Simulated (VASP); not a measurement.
Band structure of RbH (space group Fm-3m). Level of theory: PBEsol GGA, VASP's PBE PAW potentials (set 64) (plane waves; VASP 6.6.1).

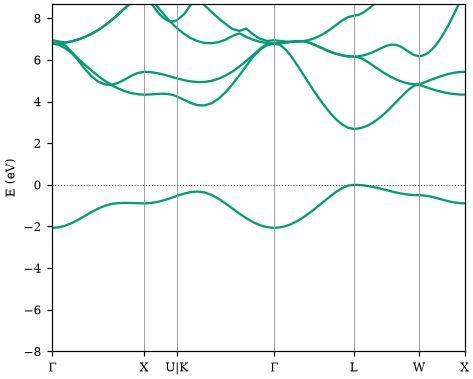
Figure: Bands along high-symmetry lines, zero at the valence-band maximum or, without a gap, the Fermi level

Read the plot: is there a gap, and where are the band edges?

The gap is direct, 2.68 eV, from the valence maximum at L to the conduction minimum at L. (Edges off the drawn lines would not show.)

The structure comes from a computed database's RbH entry (Fm-3m); how it stands against other phases isn't given here. It was relaxed first.
